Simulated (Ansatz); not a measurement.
```xyz
6

F    -1.8563   -0.3496   -0.7863
Si   -0.3117    0.0991   -0.9110
O     0.0865    1.5343   -0.1790
P     0.9577    0.3385    0.8242
H     0.0972   -0.1003   -2.3140
H    -0.1087    0.0526    1.7483
```

Theory: RKS PBE0-D4/def2-SVP in Ansatz.

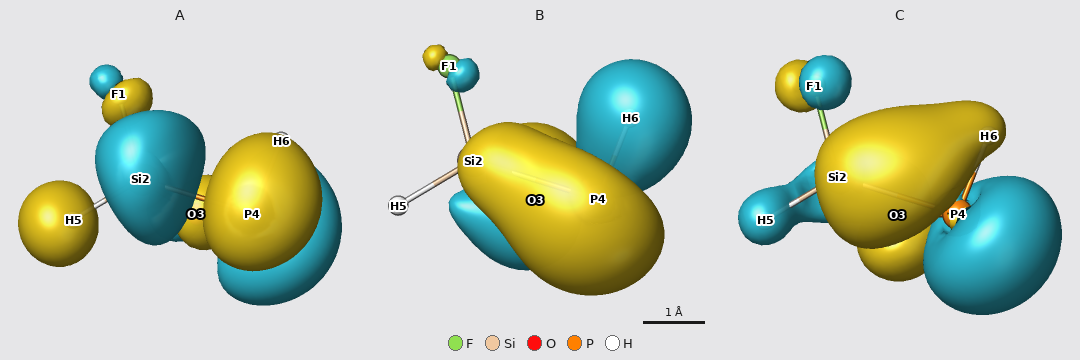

FH₂OPSi (SMILES F[SiH]1OP1). Three frontier orbitals at ±0.1 Å⁻³ᐟ² (yellow and cyan are the two phases), in no order.

Which picture is the HOMO−1, the HOMO and the LUMO?

B is the HOMO−1 (−8.30 eV). It lies mainly on P4 (about 40 %), O3 (about 35 %) and H6 (about 15 %). C is the HOMO (−7.47 eV). It lies mainly on P4 (about 50 %), Si2 (about 20 %) and O3 (about 20 %). A is the LUMO (−1.13 eV). By Hirshfeld shares it lies mainly on P4 (about 55 %), Si2 (about 20 %), O3 (about 10 %) and H5 (about 5 %).

What is the HOMO–LUMO gap?

6.34 eV between the orbital energies.
